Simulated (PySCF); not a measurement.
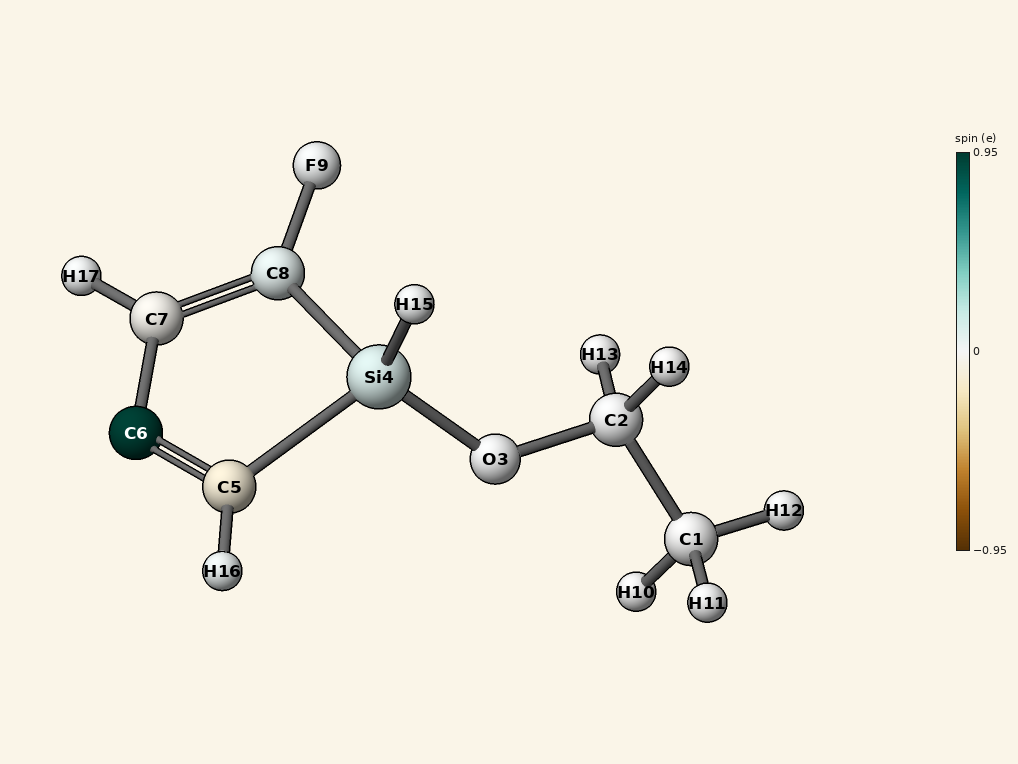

Atoms are coloured by their Mulliken spin populations. Charge 0, doublet. The geometry was computed by an optimisation with GFN2-xTB. No frequency run is at hand to confirm it as a minimum. Level of theory: UKS B3LYP, pcH-1 on C F H O Si, non-relativistic (PySCF 2.14.0).

List the Mulliken spin populations.

```csv
atom,value (e)
C1,0.00
C2,0.00
O3,0.00
Si4,0.10
C5,−0.12
C6,0.93
C7,−0.03
C8,0.05
F9,0.01
H10,0.00
H11,0.00
H12,0.00
H13,0.00
H14,0.00
H15,0.01
H16,0.04
H17,0.01
```

Mulliken values depend strongly on the basis set. The geometry is semi-empirical. Around Si such bond lengths and angles can be off by a tenth of an ångström or more and by several degrees, and values that hang on the shape move with them.
